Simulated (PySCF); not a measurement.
# SiF$_{4}$···HF···HF···HF (SMILES F[Si](F)(F)F.F.F.F): what the fields show

Input

```
{"job": {"kind": "inter", "xc": "PBE0", "basis": "def2-SVPD", "disp": "d3bj", "pairs": true}, "charge": 0, "multiplicity": 1, "parts": [{"atoms": "0-4", "charge": 0, "multiplicity": 1}, {"atoms": "5-6", "charge": 0, "multiplicity": 1}, {"atoms": "7-8", "charge": 0, "multiplicity": 1}, {"atoms": "9-10", "charge": 0, "multiplicity": 1}]}
F      0.319166    -1.803985     0.038329
Si    -0.642362    -0.676838     0.540329
F     -0.393557     0.635345    -0.313959
F     -2.105793    -1.114023     0.168776
F     -0.626499    -0.378328     2.072584
F      1.723419     1.996058    -1.267897
H      0.908557     1.634130    -0.964149
F      3.788921     1.139545    -0.091332
H      3.285186     1.637981    -0.723335
F      1.775782     0.164567     1.046931
H      2.685265     0.351936     0.836486
```

Launched as:

```sh
OMP_NUM_THREADS=1 python cluster_run.py task.json out
```

Geometry: GFN2-xTB.

All numbers below come from PBE0-D3(BJ)/def2-SVPD, SCF density, gas phase (PySCF).

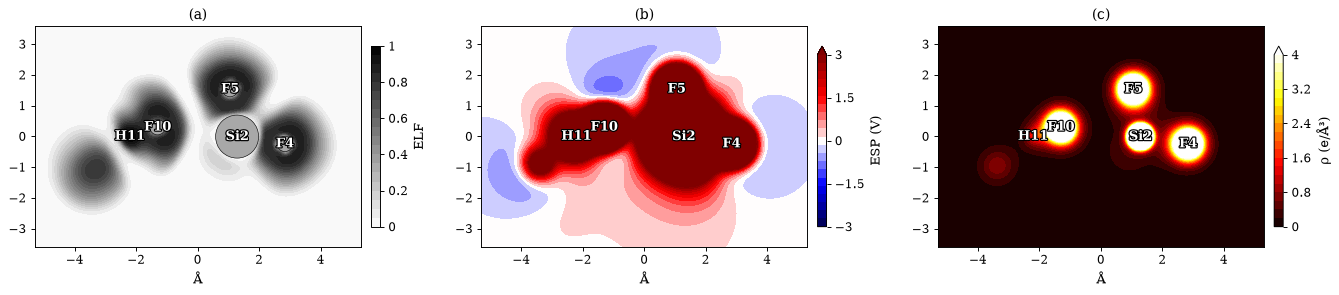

Figure 1. (a) ELF; (b) electrostatic potential; (c) electron density on the plane of atoms F4, Si2 and F5. Grey discs cover the atomic cores in the ELF map.

Question: What do the fields say about this system?

Answer: Atoms in the plane: Si, F and H.
Si–F (1.56 Å): ρ at the midpoint is about 1.2 e/Å³; the ELF peaks at about 0.85 in the valence shell of F, 0.5 Å from its nucleus, and is about 0.50 at the midpoint.
F–H (0.95 Å): ρ is about 4.4 e/Å³ halfway; the ELF climbs to about 1 towards the hydrogen, as it does in any bond to H: an ordinary covalent bond to hydrogen.
The ELF also peaks beside F8, F4, F10 and F5, away from the bonds: lone-pair regions.
Outside the dense part of the complex the potential is most negative (−0.9 V) near F10.

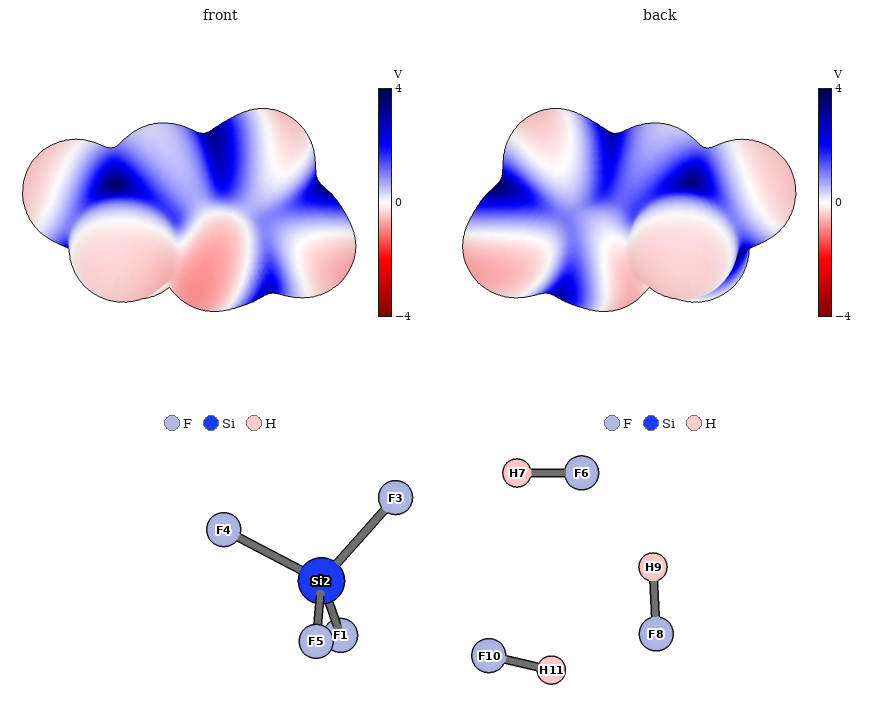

Figure 2. The molecular electrostatic potential painted on the density surface at 0.004 e/bohr³, seen from the front and from behind; the colour scale runs from red (negative) to blue (positive). The bare structure is drawn below in the same view.

Question: Describe the electrostatic potential map.

Answer: The most negative region (about −0.8 V) lies over F10, the most positive (about +3.5 V) over Si2 and H9.
